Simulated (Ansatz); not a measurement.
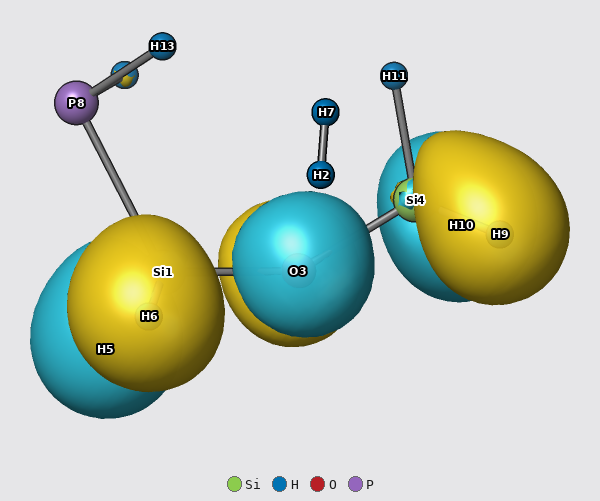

Figure 1: H7OPSi2···H2. The HOMO−1 at ±0.1 Å⁻³ᐟ² (yellow and cyan are the two phases), seen from one side.

The product side of a reaction path; geometry: PBE0-D4/def2-TZVP.

Theory: Ansatz, RKS PBE0-D4/def2-TZVPP.

```xyz
13

Si   -1.0166    1.2222   -0.1185
H     2.4194    0.9769    0.4151
O    -0.6917    0.0058    0.9222
Si    0.0126   -1.4373    1.2221
H    -2.4445    1.5968    0.0392
H    -0.1595    2.3885    0.2178
H     2.6546    0.4867   -0.0965
P    -0.6813    0.7375   -2.2869
H     1.0767   -1.2619    2.2414
H    -1.0147   -2.3776    1.7349
H     0.6099   -1.9917   -0.0217
H    -1.3620   -0.5075   -2.2089
H     0.5973    0.1615   -2.0600
```

### Describe this orbital and give its energy.

Its weight (Hirshfeld) is mainly on O3 (about 30 %), Si4 (about 15 %), Si1 (about 15 %), H10 (about 10 %), H6 (about 10 %) and H5 (about 10 %). Its energy is −8.72 eV.
